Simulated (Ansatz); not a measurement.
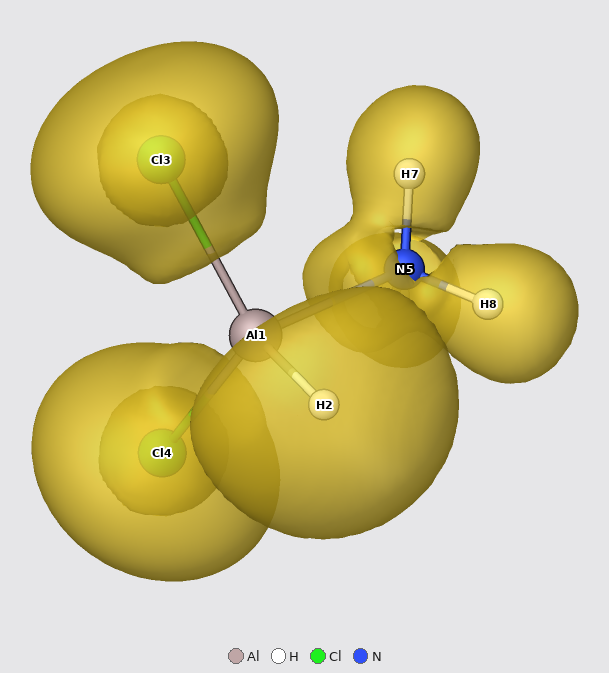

Figure. AlCl2H4N. Isosurface of the ELF at 0.75 (yellow), seen at an oblique angle. Core shells and regions of very low density are left out.

The calculation used Ansatz, RHF/6-31G*.

```yaml
atoms:
  - { symbol: Al, position_ang: [0.0092, -0.0583, 0.1961] }
  - { symbol: H, position_ang: [-0.1121, 0.8324, 1.4877] }
  - { symbol: Cl, position_ang: [1.8769, -0.0086, -0.8548] }
  - { symbol: Cl, position_ang: [-1.7276, -0.2131, -1.0511] }
  - { symbol: N, position_ang: [0.0729, -1.9720, 0.9455] }
  - { symbol: H, position_ang: [-0.6061, -2.5587, 0.4889] }
  - { symbol: H, position_ang: [0.9805, -2.3855, 0.8082] }
  - { symbol: H, position_ang: [-0.1257, -1.9823, 1.9322] }
```

Q: What do the ELF domains correspond to?

A: The surface consists of one region around a hydrogen nucleus, two regions on Cl in which the atom's valence shell and bonds are merged and one joined region spread over several atoms (H, N), in which their bonds and any lone pairs are merged. Along the contacts the grid gives the following. Al–N (2.06 Å): the ELF peaks at about 0.95 in the valence shell of N, 0.8 Å from its nucleus, and is about 0.80 at the midpoint. Al–Cl (2.14 Å): the ELF peaks at about 0.90 in the valence shell of Cl, 1.0 Å from its nucleus, and is about 0.85 at the midpoint.
